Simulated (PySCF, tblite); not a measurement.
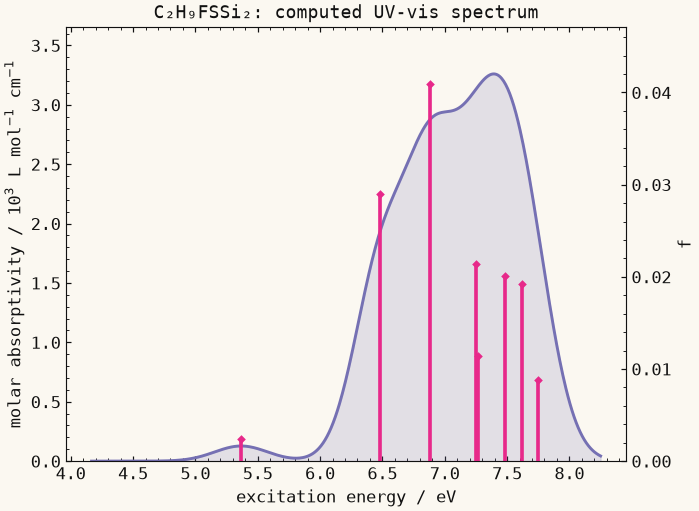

Computed absorption of C₂H₉FSSi₂, SMILES C[Si@@H](F)SC[SiH3]. Vertical TDDFT excitations, ωB97X-D/def2-SVPD with PySCF, at a GFN2-xTB geometry (a minimum by its frequencies), gas phase. Only the first 8 singlet excitations are included; each is broadened by a Gaussian of 1/e half-width 0.30 eV. Sticks give oscillator strengths (right axis).

Where is the lowest singlet, and is it bright?

S1 lies at 5.37 eV (231 nm) with f = 0.002, mainly HOMO → LUMO (88 %); it is dark or nearly so.

Does any vertical transition fall in the visible?

No singlet lies below 3.1 eV (beyond 400 nm), so at this level no vertical transition falls in the visible.

List the transitions behind the spectrum.

```tsv
state	E (eV)	λ (nm)	f	main character
S1	5.37	231	0.002	HOMO → LUMO (88 %)
S2	6.48	191	0.029	HOMO → LUMO+1 (53 %)
S3	6.88	180	0.041	HOMO → LUMO+5 (28 %)
S4	7.25	171	0.021	HOMO → LUMO+4 (58 %)
S5	7.27	171	0.011	HOMO−1 → LUMO (64 %)
S6	7.48	166	0.020	HOMO → LUMO+5 (41 %)
S7	7.62	163	0.019	HOMO → LUMO+3 (47 %)
S8	7.75	160	0.009	HOMO → LUMO+7 (24 %)
```

Known limits of this run: the tight-binding geometry is rougher than a DFT one and adds to the error; one conformer of a flexible molecule; core orbitals are frozen in the response.
